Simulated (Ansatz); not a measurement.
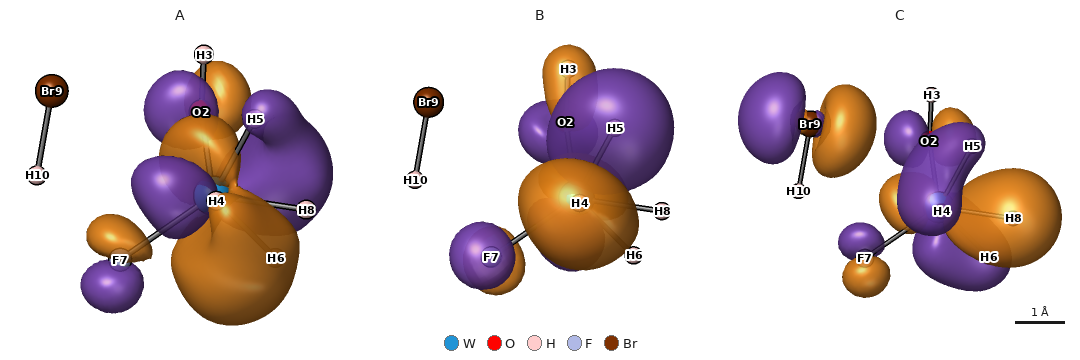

Figure. FH₅OW···HBr. Three frontier orbitals at ±0.1 Å⁻³ᐟ² (orange and purple are the two phases), in no order.

Core potentials replace the inner electrons of W.

Computed with Ansatz 0.2.0, RKS r2SCANh-D4/def2-SVP.

```xyz
10

W    -0.3563   -0.2612    0.1986
O    -0.9518    0.2940    1.8833
H    -0.5210    0.8666    2.5274
H     1.1032   -0.1891   -0.6171
H     0.6258    1.0579    0.4686
H    -1.7487   -0.0200   -0.7215
F     0.0103   -2.1152   -0.0037
H    -0.3031    0.9165   -0.9982
Br    2.2562   -1.4445    2.1945
H     1.7603   -2.4355    1.2969
```

Which picture is the HOMO−1, the HOMO and the LUMO?

C is the HOMO−1 (−7.86 eV). By Hirshfeld shares it lies mainly on W1 (about 35 %), Br9 (about 20 %), H8 (about 20 %), O2 (about 5 %) and H6 (about 5 %). B is the HOMO (−7.52 eV). By Hirshfeld shares it lies mainly on W1 (about 40 %), H5 (about 20 %), H4 (about 20 %), F7 (about 10 %) and O2 (about 10 %). A is the LUMO (−2.65 eV). It lies mainly on W1 (about 65 %), O2 (about 10 %) and F7 (about 5 %).

What is the HOMO–LUMO gap?

4.87 eV between the orbital energies.
